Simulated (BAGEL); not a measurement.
# FCI/3-21G (density fitting with cc-pvqz-jkfit) run of H3O+ (oxonium)

What is the energy change on altering one bond length of H3O+ (oxonium) at FCI/3-21G (density fitting with cc-pvqz-jkfit)? 

Program for the calculation: BAGEL 1.2.2.

2 further runs of the same task are left out: 2 set aside as unsound or not needed.

**1. The molecule**

The species is H3O+ (4 atoms), meant as a singlet with charge +1. As SMILES, `[OH3+]`. The shape is that of a PBE0-D4/def2-TZVP optimisation.

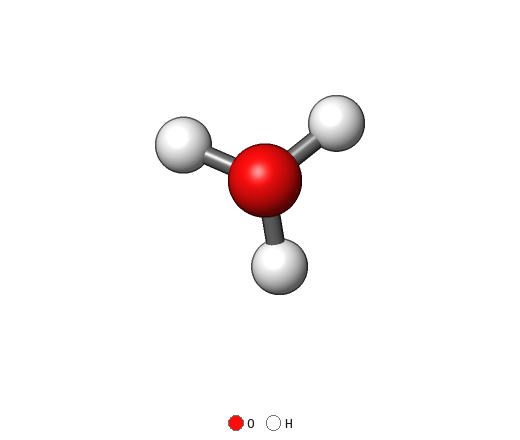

Viewed from a chosen angle; oxygen red, hydrogen white.

**2. A single-point energy at FCI/3-21G (density fitting with cc-pvqz-jkfit)**

File job.json:

```json
{ "bagel" : [

{
  "title" : "molecule",
  "basis" : "3-21g",
  "df_basis" : "cc-pvqz-jkfit",
  "angstrom" : "true",
  "geometry" : [
    { "atom" : "O", "xyz" : [       0.181970,      -0.056700,      -0.052760 ] },
    { "atom" : "H", "xyz" : [       0.219060,       0.918440,       0.015140 ] },
    { "atom" : "H", "xyz" : [      -0.408890,      -0.368290,      -0.767380 ] },
    { "atom" : "H", "xyz" : [       0.007860,      -0.493450,       0.805020 ] }
  ]
},

{ "title" : "hf", "charge" : 1 },

{ "title" : "fci", "nstate" : 1, "charge" : 1, "ncore" : 1 }

]}
```

Run with:

```
BAGEL_NUM_THREADS=1 BAGEL job.json > job.out
```

Standard output:

```text
* using 1 threads per process

  ===============================================================
  ===============================================================

  *** Geometry ***

  { "atom" : "O", "xyz" : [      0.343873,     -0.107147,     -0.099702 ] },
  { "atom" : "H", "xyz" : [      0.413963,      1.735600,      0.028610 ] },
  { "atom" : "H", "xyz" : [     -0.772690,     -0.695967,     -1.450138 ] },
  { "atom" : "H", "xyz" : [      0.014853,     -0.932485,      1.521267 ] },

  Number of auxiliary basis functions:      259

  Since a DF basis is specified, we compute 2- and 3-index integrals:
    o Being stored without compression. Storage requirement is 0.000 GB

  Number of basis functions:       15
  Number of electrons      :       11

    * METHOD: MOLECULE                             0.03

  *** RHF ***

  === Nuclear Repulsion ===
    13.9563073607

      * DIIS with orbital gradients will be used.

  === RHF iteration (3-21g) ===
      0        -75.85453437          0.04058060           0.00
      1        -75.88174882          0.01586467           0.00
      2        -75.88514291          0.00337169           0.00
      3        -75.88535197          0.00027840           0.00
      4        -75.88535521          0.00005544           0.00
      5        -75.88535535          0.00000904           0.00
      6        -75.88535536          0.00000089           0.00
      7        -75.88535536          0.00000014           0.00
      8        -75.88535536          0.00000002           0.00
      9        -75.88535536          0.00000000           0.00
    * SCF iteration converged.

    * Permanent dipole moment:
           (    0.702125,    -0.218817,    -0.203558) a.u.

    * METHOD: HF                                   0.03

  ---------------------------
        FCI calculation
  ---------------------------

  Performs exactly the same way as Knowles & Handy 1984 CPL

  o alpha-beta strings
      length:          2002
  o size of the space
      determinant space:  1002001
      spin-adapted space: 273273

  o single displacement lists (alpha)
      length:         44044
  o single displacement lists (beta)
      length:         44044
 Constructing space of all determinants that can formed by removing 1 electron from 4 alpha and 4 beta electrons.

 Space is made up of 4 determinants.
  o forming links

     guess   0:   closed 1111..........       open ..............

  === FCI iteration ===

      0  0       -75.88535536     7.52e-04      1.93
      1  0       -76.01103137     2.46e-04      1.59
      2  0       -76.02138390     7.28e-05      1.61
      3  0       -76.02227844     2.20e-05      1.58
      4  0       -76.02235672     6.84e-06      1.55
      5  0       -76.02236356     2.11e-06      1.48
      6  0       -76.02236426     6.85e-07      1.67
      7  0       -76.02236435     2.60e-07      1.66
      8  0       -76.02236436     8.94e-08      1.60
      9  0       -76.02236436     3.03e-08      1.60
     10  0       -76.02236437     8.53e-09      1.63
     11  0       -76.02236437     2.74e-09      1.65
     12  0       -76.02236437     8.84e-10      1.75
     13  0       -76.02236437     2.68e-10      1.62
     14  0 *     -76.02236437     8.62e-11      1.46

     * ci vector, state   0, <S^2> = 0.0000
       2222..........    -0.9799551982

    * METHOD: FCI                                 25.10

  ===============================================================
```

It took 26 s on 1 thread of Arm Neoverse V2, shared host; peak memory 0.72 GiB.

**3. The distorted shape at the same level**

File fci.json:

```json
{ "bagel": [

{
  "title": "molecule",
  "basis": "3-21g",
  "df_basis": "cc-pvqz-jkfit",
  "angstrom": true,
  "geometry": [
    { "atom": "O", "xyz": [    0.270577,   -0.009973,    0.054407 ] },
    { "atom": "H", "xyz": [    0.307667,    0.965167,    0.122307 ] },
    { "atom": "H", "xyz": [   -0.408890,   -0.368290,   -0.767380 ] },
    { "atom": "H", "xyz": [    0.096467,   -0.446723,    0.912187 ] }
  ]
},
{
  "title": "hf",
  "charge": 1
},
{
  "title": "fci",
  "nstate": 1,
  "charge": 1,
  "ncore": 1
}

]}
```

Run with:

```
BAGEL_NUM_THREADS=1 BAGEL fci.json > fci.out
```

Standard output:

```text
* using 1 threads per process

  ===============================================================
  ===============================================================

  *** Geometry ***

  { "atom" : "O", "xyz" : [      0.511316,     -0.018846,      0.102814 ] },
  { "atom" : "H", "xyz" : [      0.581406,      1.823901,      0.231127 ] },
  { "atom" : "H", "xyz" : [     -0.772690,     -0.695967,     -1.450138 ] },
  { "atom" : "H", "xyz" : [      0.182296,     -0.844184,      1.723784 ] },

  Number of auxiliary basis functions:      259

  Since a DF basis is specified, we compute 2- and 3-index integrals:
    o Being stored without compression. Storage requirement is 0.000 GB

  Number of basis functions:       15
  Number of electrons      :       11

    * METHOD: MOLECULE                             0.03

  *** RHF ***

  === Nuclear Repulsion ===
    13.3460523628

      * DIIS with orbital gradients will be used.

  === RHF iteration (3-21g) ===
      0        -75.84205871          0.04114750           0.00
      1        -75.86835452          0.01759411           0.00
      2        -75.87245209          0.00339196           0.00
      3        -75.87268319          0.00034909           0.00
      4        -75.87268849          0.00006433           0.00
      5        -75.87268869          0.00001247           0.00
      6        -75.87268870          0.00000162           0.00
      7        -75.87268870          0.00000044           0.00
      8        -75.87268870          0.00000011           0.00
      9        -75.87268870          0.00000004           0.00
     10        -75.87268870          0.00000001           0.00
    * SCF iteration converged.

    * Permanent dipole moment:
           (    0.794223,    -0.164703,    -0.082266) a.u.

    * METHOD: HF                                   0.03

  ---------------------------
        FCI calculation
  ---------------------------

  Performs exactly the same way as Knowles & Handy 1984 CPL

  o alpha-beta strings
      length:          2002
  o size of the space
      determinant space:  1002001
      spin-adapted space: 273273

  o single displacement lists (alpha)
      length:         44044
  o single displacement lists (beta)
      length:         44044
 Constructing space of all determinants that can formed by removing 1 electron from 4 alpha and 4 beta electrons.

 Space is made up of 4 determinants.
  o forming links

     guess   0:   closed 1111..........       open ..............

  === FCI iteration ===

      0  0       -75.87268870     7.51e-04      1.70
      1  0       -76.00105163     2.54e-04      1.51
      2  0       -76.01262425     7.93e-05      1.53
      3  0       -76.01375070     2.55e-05      1.57
      4  0       -76.01386261     9.00e-06      1.45
      5  0       -76.01387508     2.95e-06      1.53
      6  0       -76.01387662     1.05e-06      1.61
      7  0       -76.01387684     4.23e-07      1.63
      8  0       -76.01387687     1.51e-07      1.53
      9  0       -76.01387688     5.30e-08      1.66
     10  0       -76.01387688     1.64e-08      1.64
     11  0       -76.01387688     5.87e-09      1.57
     12  0       -76.01387688     1.87e-09      1.56
     13  0       -76.01387688     6.09e-10      1.64
     14  0       -76.01387688     2.08e-10      1.59
     15  0 *     -76.01387688     6.73e-11      1.36

     * ci vector, state   0, <S^2> = -0.0000
       2222..........     0.9777343456

    * METHOD: FCI                                 25.72

  ===============================================================
```

It took 26 s on 1 thread of Arm Neoverse V2, shared host; peak memory 0.73 GiB.

**4. What came out**

Level: FCI/3-21G (density fitting with cc-pvqz-jkfit), 1 core orbital frozen.

| quantity | value |
| --- | --- |
| first shape: total energy | -76.02236 Eh |
| distorted shape: total energy | -76.01388 Eh |
| energy change with the O1–H3 bond stretched from 0.978 to 1.125 Å | 0.231 eV |

With the O1–H3 bond stretched from 0.978 to 1.125 Å the energy rises by 0.23 eV (22.3 kJ/mol). The first shape isn't relaxed at this level, so the change isn't measured from a minimum.
